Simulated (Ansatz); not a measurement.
Consider this structure, P.

```yaml
crystal:
  lattice:
    - [3.31681, 0.00000, 0.00000]
    - [0.00000, 10.30070, 0.00000]
    - [0.00000, 0.00000, 4.20192]
  atoms:
    - { symbol: P, position: [0.00000, 0.60512, 0.57311] }
    - { symbol: P, position: [0.50000, 0.89488, 0.42689] }
    - { symbol: P, position: [0.50000, 0.60512, 0.92689] }
    - { symbol: P, position: [0.00000, 0.89488, 0.07311] }
    - { symbol: P, position: [0.50000, 0.10512, 0.57311] }
    - { symbol: P, position: [0.00000, 0.39488, 0.42689] }
    - { symbol: P, position: [0.00000, 0.10512, 0.92689] }
    - { symbol: P, position: [0.50000, 0.39488, 0.07311] }
```

Basis of the simulation: the input geometry of an electronic-structure calculation (not necessarily at equilibrium).

### Where will the first 4 clear peaks of its X-ray PDF lie (peak width σ = 0.12 Å), and from which pairs do they come?

1. 2.23 Å: P–P at 2.23–2.25 Å
2. 3.42 Å: P–P at 3.18–3.65 Å
3. 4.14 Å: P–P at 4.01–4.20 Å
4. 4.95 Å: P–P at 4.93–4.95 Å

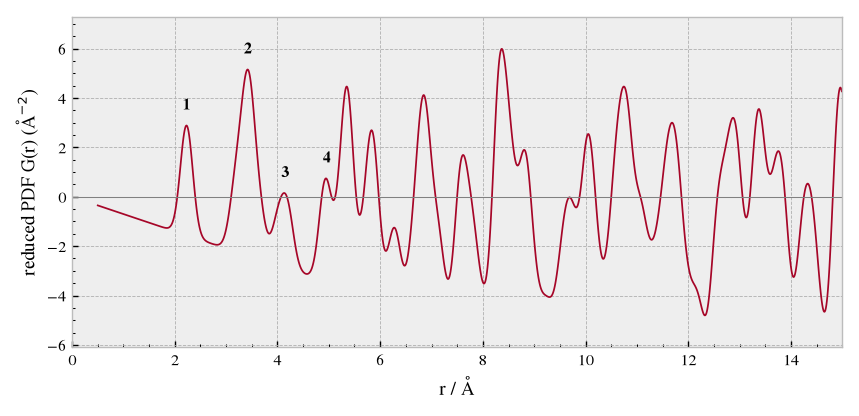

Simulated X-ray pair distribution function, G(r) = R(r)/r − 4πρ₀r, summed over the atomic distances of the structure with each pair weighted by the product of the atomic numbers (X-ray weights at Q = 0); every distance is a Gaussian of σ = 0.12 Å, damped by exp(−(Q_damp r)²/2) with Q_damp = 0.020 Å⁻¹. There is no Q-range truncation.
